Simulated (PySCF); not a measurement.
# C₂H₆GeO₂ (SMILES [H][Ge]([H])([H])[O]C(C)=O): what the fields show

Input

```
{"job": {"kind": "uv", "xc": "CAM-B3LYP", "basis": "def2-SVPD", "ip": true, "nstates": 15}, "charge": 0, "multiplicity": 1}
Ge    -0.319553    -0.623588    -1.939099
O     -0.347651    -0.640089    -0.099676
C      0.238044     0.416764     0.453300
C      0.212292     0.384981     1.952737
O      0.734785     1.296162    -0.212619
H      0.674069     1.293001     2.355455
H      0.752150    -0.504413     2.309608
H     -0.825574     0.294387     2.304131
H      1.135011    -0.654356    -2.415157
H     -1.105812     0.591392    -2.438966
H     -1.049721    -1.939750    -2.238824
```

Launched as:

```sh
OMP_NUM_THREADS=1 python probes_run.py task.json out
```

Geometry: PBE0-D3(BJ)/def2-SVP.

The calculation used PySCF 2.14.0, CAM-B3LYP/def2-SVPD, SCF density, gas phase.

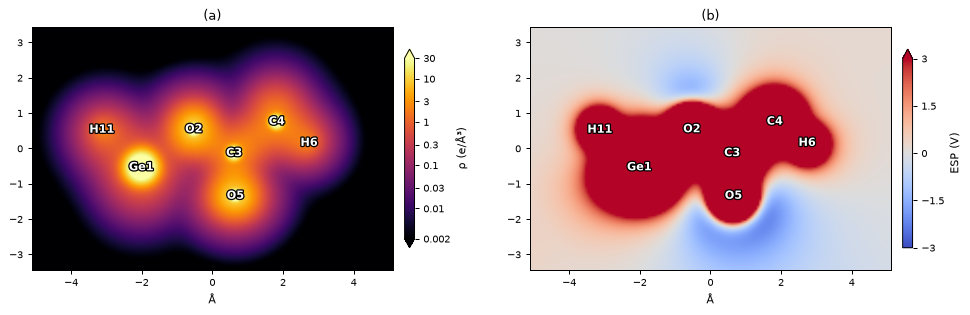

Figure 1. (a) total electron density; (b) electrostatic potential on the plane of atoms Ge1, O2 and C3.

### Describe what can be read from this map.

The plane passes through Ge, O, C and H nuclei.
C–O (1.21 Å): the density is about 3.3 e/Å³ at the midpoint.
C–C (1.50 Å): the density is about 1.8 e/Å³ at the midpoint.
Ge–O (1.84 Å): ρ is about 0.84 e/Å³ halfway.
C–H (1.10 Å): the density is about 2 e/Å³ at the midpoint.
C–O (1.33 Å): ρ is about 2.5 e/Å³ halfway.
Outside the dense part of the molecule the potential is most negative (−2.1 V) near O5.

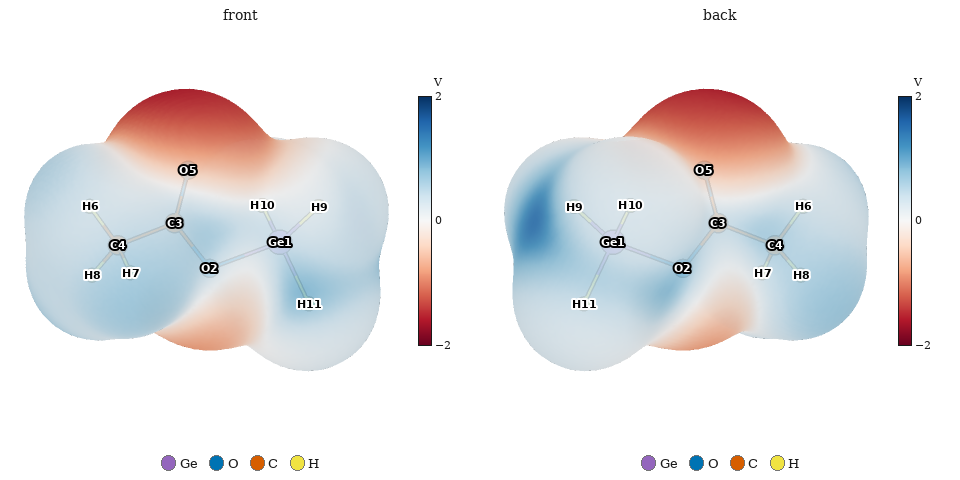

Figure 2. The molecular electrostatic potential painted on the density surface at 0.001 e/bohr³, seen from the front and from behind; red is negative and blue positive.

### Where is the surface potential most negative and most positive?

The most negative region (about −1.5 V) lies over O5, the most positive (about +1.4 V) over Ge1. O5 is the likeliest acceptor of a hydrogen bond.

### How polar is the molecule by this calculation?

Its dipole moment is 1.61 D.
